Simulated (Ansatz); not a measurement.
**Run report: AlPN₂H₈O, geometry relaxation (part 1 of 2)**

System: AlPN₂H₈O.
Method: RKS B3LYP/6-31G* (Ansatz 0.2.0).

The input holds or restrains some coordinates. It belongs to a series of runs on one base structure; here: pulled along the bonds that form and break, towards end B.

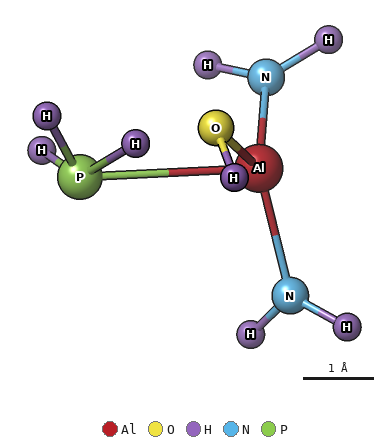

Fig. 1: The input geometry (ball-and-stick view, seen at a tilt). Sticks mark near contacts. Bond lengths as drawn: Al–N 1.92 Å, Al–O 2.13 Å, Al–P 2.58 Å, H–N 1.06 Å, H–O 1.01 Å and H–P 1.42 to 1.65 Å.

## Summary

```csv
quantity,value
outcome,converged under the restraints of the input
total energy,−21045.2042 eV
mean-field energy,−21045.2042 eV
"largest force (length of the vector) at the end, held atoms and coordinates included",0.774 eV/Å
hardware,"2 threads of Arm Neoverse V2, 24 GiB of memory available, shared host"
wall time,48 s (CPU time 93 s)
peak memory,0.22 GiB
```

## Input file
```yaml
crystal:
  periodic: [false, false, false]
  atoms:
    - { symbol: Al, position_ang: [0.0, 0.0, 0.0] }
    - { symbol: O, position_ang: [0.0, 0.0, 2.13] }
    - { symbol: H, position_ang: [-0.9095, -0.2814, 2.4671] }
    - { symbol: "N", position_ang: [1.6627, 0.0, -0.96] }
    - { symbol: H, position_ang: [2.1293, -0.9179, -1.2118] }
    - { symbol: H, position_ang: [2.1141, 0.9179, -1.2382] }
    - { symbol: "N", position_ang: [-1.6627, 0.0, -0.96] }
    - { symbol: H, position_ang: [-2.3316, -0.8164, -0.8614] }
    - { symbol: H, position_ang: [-1.9118, 0.8164, -1.5886] }
    - { symbol: P, position_ang: [0.1156, 2.4456, 0.8135] }
    - { symbol: H, position_ang: [0.6761, 2.4854, 2.1176] }
    - { symbol: H, position_ang: [0.927, 3.2022, -0.0729] }
    - { symbol: H, position_ang: [0.0596, 1.2596, 1.9613] }
basis:
  gaussian: { orbitals: "6-31G*" }
hamiltonian:
  xc: b3lyp
relax:
  f_tol: 0.15
  max_steps: 25
  restrain:
    - { distance: [0, 9], at: 2.28, k: 30.0 }
    - { distance: [12, 1], at: 1.01, k: 30.0 }
    - { distance: [0, 1], at: 2.98, k: 30.0 }
    - { distance: [12, 9], at: 2.62, k: 30.0 }
```

Launch command:
```bash
ansatz run input.yaml --threads 2 --pin off --max-ram 3072MiB --backend cpu --events-out ev --progress --plain --runs-dir out
```

## Log
```
The last accepted step is kept in [file] (removed where the run ends without a failure and the disk answers)
Engine: ansatz 0.2.0, aarch64-unknown-linux-gnu
Functional definition: B3LYP
  parameter a0 = 0.2
  parameter ax = 0.72
  parameter ac = 0.81
  exchange = (1 - a0 - ax)*slater_x + ax*b88_x + a0*exact_x
  correlation = (1 - ac)*vwn_rpa_c + ac*lyp_c
1078 factors; integrals over basis functions are off by at most 6.7e-4 eV
mean field evaluation 1: about -21025.7292 eV, gradient 9.0e1 eV
mean field evaluation 2: about -20969.1335 eV, gradient 1.6e2 eV
mean field evaluation 4: about -21041.1008 eV, gradient 1.8e1 eV
mean field evaluation 8: about -21041.6840 eV, gradient 5.7e-1 eV
mean field evaluation 16: about -21041.6847 eV, gradient 7.6e-5 eV
mean field -21041.68468676 eV, -773.2676496724 hartree, gradient 7.6e-5 eV, S^2 0.000000; 0 other end points of the search recorded, 0 dependent functions left out
the calculation of the forces begins
reference -21041.68497484 eV, -773.2676602591 hartree; 29, 29 occupied and 70, 70 virtual orbitals, 1078 factors
relax step   1: F+E_penalty+E_count = -21041.68468676 eV  Δ(F+E_penalty+E_count) = +0.000e0 eV  max|allowed force component| = 4.179e0 eV/Å  E_restraint = 27.29086833 eV  max|allowed force component, restraints' pulls added| = 3.284e1 eV/Å  Δτ_max = 0.0000 Å  (28 SCF iters, accepted)
  distance Al 0 - P 9 = 2.5799 Å
  distance H 12 - O 1 = 1.2722 Å
  distance Al 0 - O 1 = 2.1300 Å
  distance H 12 - P 9 = 1.6514 Å
these checks for a lower state are left out or cut short: starts, cluster_reference, orbital_swaps, neighbouring_geometries, increment
1078 factors; integrals over basis functions are off by at most 6.9e-4 eV
mean field -21042.87736590 eV, -773.3114798221 hartree, gradient 9.6e-6 eV, S^2 0.000000; 0 other end points of the search recorded, 0 dependent functions left out
[... from here on the field's lines of each further geometry are left out, up to the last ...]
relax step   2: F+E_penalty+E_count = -21042.87736590 eV  Δ(F+E_penalty+E_count) = -1.193e0 eV  max|allowed force component| = 3.746e0 eV/Å  E_restraint = 12.99931333 eV  max|allowed force component, restraints' pulls added| = 2.090e1 eV/Å  Δτ_max = 0.1948 Å  (30 SCF iters, accepted)
relax step   3: F+E_penalty+E_count = -21043.52223375 eV  Δ(F+E_penalty+E_count) = -6.449e-1 eV  max|allowed force component| = 2.560e0 eV/Å  E_restraint = 4.33871253 eV  max|allowed force component, restraints' pulls added| = 9.449e0 eV/Å  Δτ_max = 0.1947 Å  (30 SCF iters, accepted)
relax step   4: F+E_penalty+E_count = -21044.01631723 eV  Δ(F+E_penalty+E_count) = -4.941e-1 eV  max|allowed force component| = 2.363e0 eV/Å  E_restraint = 0.38975446 eV  max|allowed force component, restraints' pulls added| = 2.887e0 eV/Å  Δτ_max = 0.1946 Å  (29 SCF iters, accepted)
relax step   5: F+E_penalty+E_count = -21044.50302886 eV  Δ(F+E_penalty+E_count) = -4.867e-1 eV  max|allowed force component| = 1.578e0 eV/Å  E_restraint = 0.02974533 eV  max|allowed force component, restraints' pulls added| = 1.174e0 eV/Å  Δτ_max = 0.1945 Å  (28 SCF iters, accepted)
relax step   6: F+E_penalty+E_count = -21044.68705392 eV  Δ(F+E_penalty+E_count) = -1.840e-1 eV  max|allowed force component| = 1.322e0 eV/Å  E_restraint = 0.02552381 eV  max|allowed force component, restraints' pulls added| = 1.322e0 eV/Å  Δτ_max = 0.1949 Å  (28 SCF iters, accepted)
relax step   7: F+E_penalty+E_count = -21044.78432532 eV  Δ(F+E_penalty+E_count) = -9.727e-2 eV  max|allowed force component| = 1.078e0 eV/Å  E_restraint = 0.02487832 eV  max|allowed force component, restraints' pulls added| = 1.078e0 eV/Å  Δτ_max = 0.2000 Å  (28 SCF iters, accepted)
relax step   8: F+E_penalty+E_count = -21044.84477182 eV  Δ(F+E_penalty+E_count) = -6.045e-2 eV  max|allowed force component| = 1.603e0 eV/Å  E_restraint = 0.02150390 eV  max|allowed force component, restraints' pulls added| = 1.603e0 eV/Å  Δτ_max = 0.1956 Å  (27 SCF iters, accepted)
relax step   9: F+E_penalty+E_count = -21044.99419708 eV  Δ(F+E_penalty+E_count) = -1.494e-1 eV  max|allowed force component| = 9.464e-1 eV/Å  E_restraint = 0.02142882 eV  max|allowed force component, restraints' pulls added| = 6.424e-1 eV/Å  Δτ_max = 0.1999 Å  (28 SCF iters, accepted)
relax step  10: F+E_penalty+E_count = -21045.04659223 eV  Δ(F+E_penalty+E_count) = -5.240e-2 eV  max|allowed force component| = 8.698e-1 eV/Å  E_restraint = 0.01990246 eV  max|allowed force component, restraints' pulls added| = 5.837e-1 eV/Å  Δτ_max = 0.1952 Å  (28 SCF iters, accepted)
relax step  11: F+E_penalty+E_count = -21045.11205560 eV  Δ(F+E_penalty+E_count) = -6.546e-2 eV  max|allowed force component| = 8.737e-1 eV/Å  E_restraint = 0.01722193 eV  max|allowed force component, restraints' pulls added| = 4.239e-1 eV/Å  Δτ_max = 0.1995 Å  (28 SCF iters, accepted)
relax step  12: F+E_penalty+E_count = -21045.13775382 eV  Δ(F+E_penalty+E_count) = -2.570e-2 eV  max|allowed force component| = 9.073e-1 eV/Å  E_restraint = 0.01763570 eV  max|allowed force component, restraints' pulls added| = 6.565e-1 eV/Å  Δτ_max = 0.1993 Å  (28 SCF iters, accepted)
relax step  13: F+E_penalty+E_count = -21045.17683119 eV  Δ(F+E_penalty+E_count) = -3.908e-2 eV  max|allowed force component| = 7.045e-1 eV/Å  E_restraint = 0.01598208 eV  max|allowed force component, restraints' pulls added| = 2.168e-1 eV/Å  Δτ_max = 0.0995 Å  (29 SCF iters, accepted)
relax step  14: F+E_penalty+E_count = -21045.18868618 eV  Δ(F+E_penalty+E_count) = -1.185e-2 eV  max|allowed force component| = 7.963e-1 eV/Å  E_restraint = 0.01503528 eV  max|allowed force component, restraints' pulls added| = 3.234e-1 eV/Å  Δτ_max = 0.1984 Å  (28 SCF iters, accepted)
relax step  15: F+E_penalty+E_count = -21045.18820345 eV  Δ(F+E_penalty+E_count) = +4.827e-4 eV  max|allowed force component| = 7.738e-1 eV/Å  E_restraint = 0.01449087 eV  max|allowed force component, restraints' pulls added| = 4.390e-1 eV/Å  Δτ_max = 0.2000 Å  (27 SCF iters, accepted)
the calculation of the forces begins
reference -21045.20417063 eV, -773.3969883188 hartree; 29, 29 occupied and 70, 70 virtual orbitals, 1078 factors
relax step  16: F+E_penalty+E_count = -21045.20389430 eV  Δ(F+E_penalty+E_count) = -1.569e-2 eV  max|allowed force component| = 7.687e-1 eV/Å  E_restraint = 0.01453062 eV  max|allowed force component, restraints' pulls added| = 6.637e-2 eV/Å  Δτ_max = 0.0682 Å  (28 SCF iters, accepted)
  distance Al 0 - P 9 = 2.2988 Å
  distance H 12 - O 1 = 0.9880 Å
  distance Al 0 - O 1 = 2.9705 Å
  distance H 12 - P 9 = 2.6264 Å
1078 factors; integrals over basis functions are off by at most 7.0e-4 eV
mean field evaluation 128: about -21045.0941 eV, gradient 6.4e0 eV
```

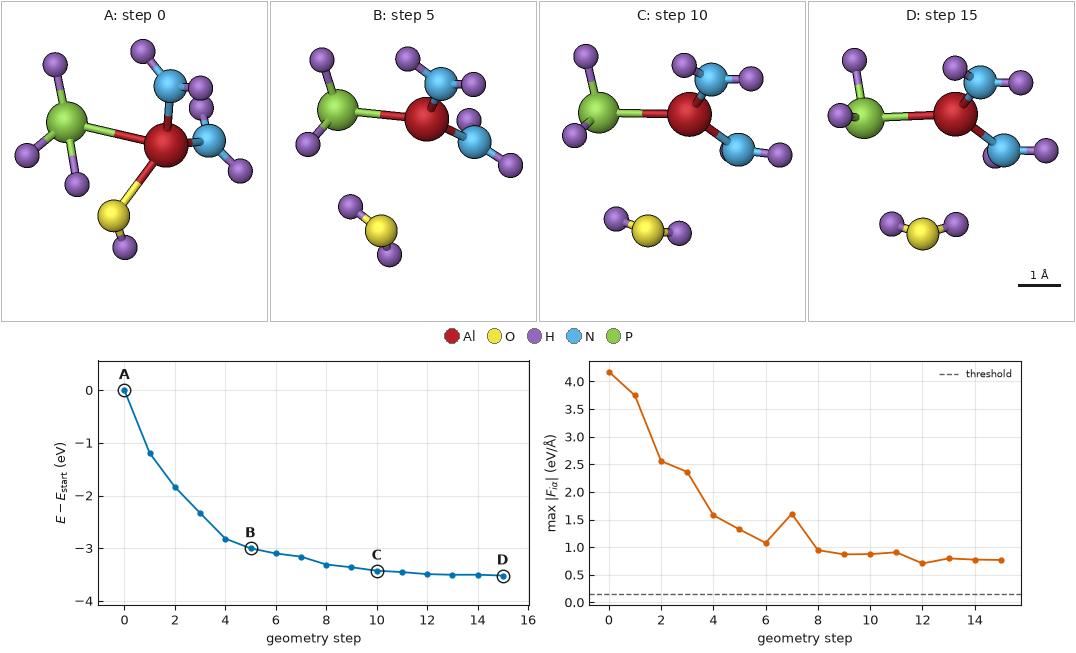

Fig. 2: Frames of the restrained relaxation (ball-and-stick view, seen at a tilt) above the curves, on which the letters mark them (the first geometry is step 0 here and step 1 in the log).

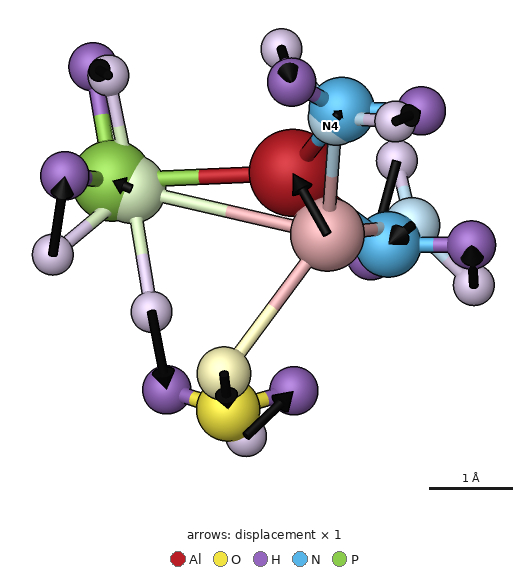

Fig. 3: Start (faint) and end (solid) with the displacements as black arrows, at true length (ball-and-stick view, seen at a tilt). The two geometries are laid on each other by the best rigid fit. The energy falls by 3.519 eV in 15 geometry steps. Largest force component: 4.2 eV/Å at the start, 0.77 eV/Å at the end. The largest move after the best rigid fit is that of H9, 1.19 Å. Largest moves by element: H 1.19 Å, Al 0.87 Å, O 0.60 Å, N 0.50 Å, P 0.26 Å. Among the contacts that change: P10–H13 1.651 → 2.626 Å, Al1–O2 2.130 → 2.971 Å, O2–H13 1.272 → 0.988 Å, Al1–P10 2.580 → 2.299 Å. New bonds form: O2–H13 (1.27 → 0.99 Å). Bonds break: Al1–O2 (2.13 → 2.97 Å). Among the angles that change: N4–Al1–P10 96.8° → 126.3°, H11–P10–H12 109.4° → 94.5°, Al1–P10–H11 109.5° → 95.6°. (Atoms are counted from 1 in the order of the input.)

```
mean field -21045.20389430 eV, -773.3969781639 hartree, gradient 1.2e-5 eV, S^2 0.000000; 1 other end points of the search recorded, 0 dependent functions left out
the calculation of the forces begins
reference -21045.20417063 eV, -773.3969883188 hartree; 29, 29 occupied and 70, 70 virtual orbitals, 1078 factors
Total energy: -21045.20417063 eV, -773.3969883188 hartree
Atom 0 at     0.229637     0.751548    -0.377545 Å, force     0.003798    -0.582561    -0.016787 eV/Å
Atom 1 at    -0.515403    -0.047568     2.384738 Å, force    -0.098360     0.709421    -0.172622 eV/Å
Atom 2 at    -1.118345    -0.312506     1.659569 Å, force     0.013292    -0.010042     0.005418 eV/Å
Atom 3 at     1.671000    -0.021790    -1.089956 Å, force    -0.028158    -0.005222     0.000245 eV/Å
Atom 4 at     1.673685    -0.903510    -1.589620 Å, force    -0.008959     0.013674     0.015931 eV/Å
Atom 5 at     2.621062     0.266647    -0.891725 Å, force    -0.010265     0.015592    -0.003463 eV/Å
Atom 6 at    -1.387647    -0.044193    -0.529048 Å, force    -0.032476     0.015835    -0.013656 eV/Å
Atom 7 at    -1.564018    -0.872717    -1.086857 Å, force     0.011817    -0.004873    -0.002866 eV/Å
Atom 8 at    -2.245108     0.493528    -0.454699 Å, force     0.004863    -0.000862    -0.006396 eV/Å
Atom 9 at     0.193351     2.692119     0.854254 Å, force     0.075342     0.632493     0.174032 eV/Å
Atom 10 at     1.524710     2.571300     1.345186 Å, force     0.001716    -0.015944    -0.012364 eV/Å
Atom 11 at     0.533723     3.636826    -0.157237 Å, force    -0.015713     0.001164    -0.002879 eV/Å
Atom 12 at    -0.747847     0.901714     2.529540 Å, force     0.083102    -0.768676     0.035408 eV/Å
Dipole moment:    -0.101860    -0.084395    -0.559266 e Å
```

## Trajectory as extended XYZ (Å, eV, eV/Å), 16 frames, from step=1 to step=16
```
13
Properties=species:S:1:pos:R:3:forces:R:3 step=1 energy=-21041.68469
Al    0.0000    0.0000    0.0000    0.6461   2.8549  -1.2568
O     0.0000    0.0000    2.1300   -1.4748   0.7586  -0.9759
H    -0.9095   -0.2814    2.4671    1.2812   0.6577  -0.2969
N     1.6627    0.0000   -0.9600   -0.9102  -1.0902   0.6979
H     2.1293   -0.9179   -1.2118   -0.3298   2.0476  -0.0051
H     2.1141    0.9179   -1.2382   -0.4537  -2.0019   0.5810
N    -1.6627    0.0000   -0.9600    0.7027  -1.1344   1.2115
H    -2.3316   -0.8164   -0.8614    0.7244   1.8865  -0.7216
H    -1.9118    0.8164   -1.5886    0.1583  -1.7611   1.1348
P     0.1156    2.4456    0.8135   -2.2401   1.6057  -1.7435
H     0.6761    2.4854    2.1176    0.9028   0.6334   0.1625
H     0.9270    3.2022   -0.0729    0.8229  -0.2780   0.6239
H     0.0596    1.2596    1.9613    0.1704  -4.1788   0.5883
13
Properties=species:S:1:pos:R:3:forces:R:3 step=2 energy=-21042.87737
Al    0.0075    0.0952   -0.1188    0.6113   2.5534  -0.6472
O     0.0025    0.0063    2.2638   -0.2139   1.7781  -1.7069
H    -0.9147   -0.2800    2.4726    0.3100   0.6639   0.1523
N     1.6630   -0.0047   -0.9611   -0.6985  -0.8759   0.3809
H     2.1279   -0.9052   -1.2128   -0.1622   1.5382  -0.1106
H     2.1128    0.9022   -1.2343   -0.2343  -1.6238   0.4648
N    -1.6619   -0.0044   -0.9575    0.6146  -0.8669   0.8583
H    -2.3273   -0.8046   -0.8661    0.5360   1.4190  -0.6310
H    -1.9126    0.8021   -1.5806   -0.0202  -1.4195   0.9191
P     0.0962    2.4959    0.6982   -2.2792  -0.3297   1.0070
H     0.6737    2.4912    2.0928    0.2018   0.3119  -1.3688
H     0.9465    3.2111   -0.0812    1.6363   0.5978  -0.3505
H     0.0551    1.1064    2.0815   -0.3017  -3.7465   1.0325
```
